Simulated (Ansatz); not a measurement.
# Profile along the W–C line in WC (WC type, space group P-6m2)

WC (WC type, space group P-6m2)

```
CELL_PARAMETERS angstrom
      2.89868     0.00000     0.00000
     -1.44934     2.51033     0.00000
      0.00000     0.00000     2.82802
ATOMIC_POSITIONS crystal
  W  0.00000 0.00000 0.00000
  C  0.66667 0.33333 0.50000
```

Fields along a shortest W–C line of a (-1 2 -1 0) plane (2.19 Å), from W to C, interpolated on the slice's grid (step about 0.2 Å). Level of theory: PBEsol (plane waves to 420 eV, PAW, scalar-relativistic; Ansatz, a first-principles code). k mesh 18×18×16. Near the nuclei the fields are pseudised (PAW); where an atom keeps semicore shells as valence, they peak there. Spin-orbit coupling is left out, though W is heavy. The PAW data are Ansatz's earlier set. WC is run without spin polarisation. WC was relaxed with its symmetry unable to fall.

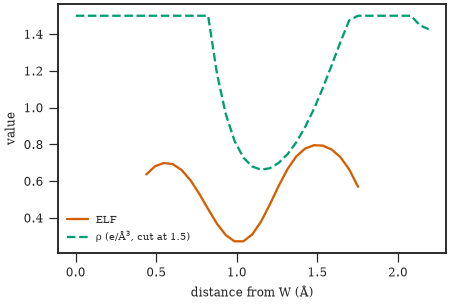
Fig. 1. ELF (away from the nuclei) and valence density from W to C.

Density on the W–C line (2.19 Å) at its density minimum, 1.1 Å from W: 0.66 e/Å³. ELF at that point: 0.4.
